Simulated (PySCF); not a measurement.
Molecule: SMILES ClC(Cl)(Cl)Cl (CCl₄). Atoms near the plane z = 1.0 Å, at the CAM-B3LYP/def2-SVP optimised geometry (x, y, z in Å): Cl1 (-1.2, -1.7, 1.4), C2 (-0.6, -0.8, 0.0), Cl4 (-1.2, 0.8, 0.0), Cl5 (1.2, -0.8, 0.0).

Level of theory: CAM-B3LYP/def2-TZVP run with PySCF 2.14.0. The values are rescaled to run from 0 to 1.

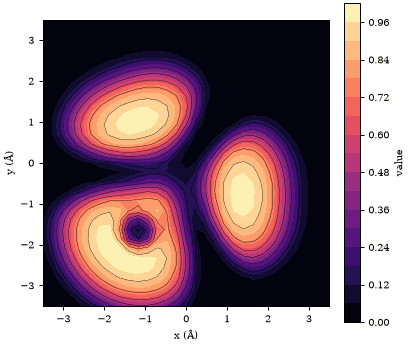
Fig. 1. a field on the plane z = 1.0 Å.

Q: Which quantity is mapped?
(A) deformation density (molecule minus spherical neutral atoms)
(B) electron localisation function
(C) electrostatic potential
(D) Laplacian of the electron density

A: B, electron localisation function
